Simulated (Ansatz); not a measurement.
## Electronic structure of Br···H3Sb (charge −1) in real space

```yaml
atoms:
  - { symbol: Br, position_ang: [1.8452, -0.4260, -2.1310] }
  - { symbol: Sb, position_ang: [0.0981, 0.5748, 0.3507] }
  - { symbol: H, position_ang: [-1.1173, 0.7165, 1.6471] }
  - { symbol: H, position_ang: [0.3474, -1.0381, 0.8461] }
  - { symbol: H, position_ang: [-1.1733, 0.1728, -0.7129] }
```

Geometry: PBE0-D4/def2-TZVPD; core potentials replace the inner electrons of Sb.

Level of theory: RKS PBE0-D4/def2-TZVPPD in Ansatz.

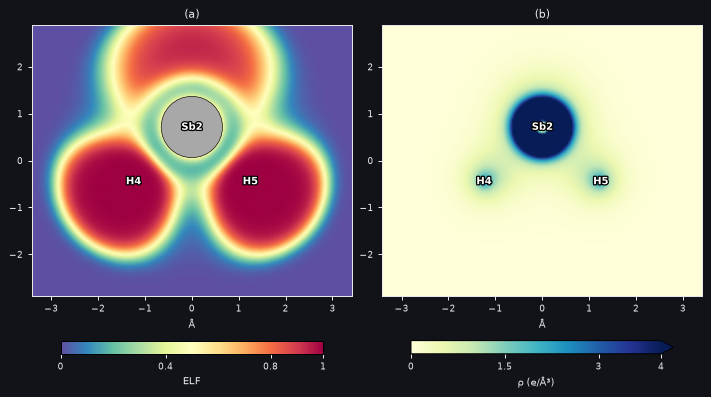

Figure 1. (a) electron localisation function; (b) electron density on the plane of atoms H4, Sb2 and H5. Grey discs cover the atomic cores in the ELF map.

Question: Read the bonding off the picture.

Answer:
- The plane passes through Sb and H nuclei.
- Sb–H (1.71 Å): the density is about 1.1 e/Å³ at the midpoint; the ELF climbs to about 1 towards the hydrogen.

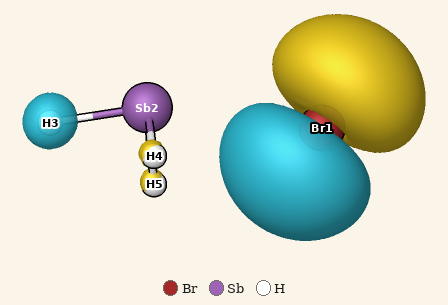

Figure 2. The HOMO−1 at ±0.08 Å⁻³ᐟ² (yellow and cyan are the two phases), seen from one side.

Question: What is the character of this orbital?

Answer: Its weight (Hirshfeld) is mainly on Br1 (about 95 %); largely a lone pair of Br1. Its energy is −1.95 eV.

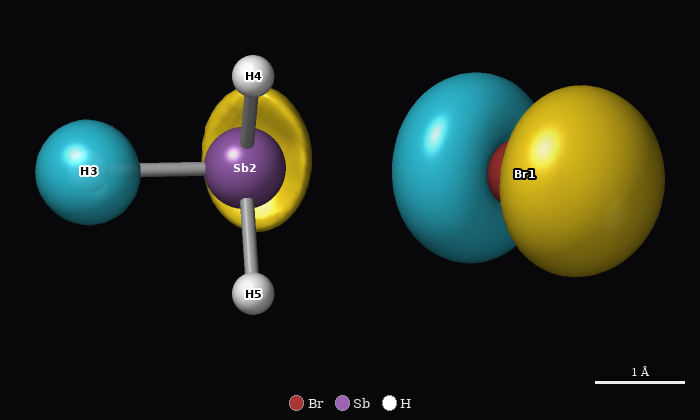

Figure 3. The HOMO at ±0.15 Å⁻³ᐟ² (yellow and cyan are the two phases), seen at a tilt.

Question: What is the character of this orbital?

Answer: It lies mainly on Br1 (about 75 %), Sb2 (about 15 %) and H3 (about 10 %); largely a lone pair of Br1. Its energy is −1.74 eV.
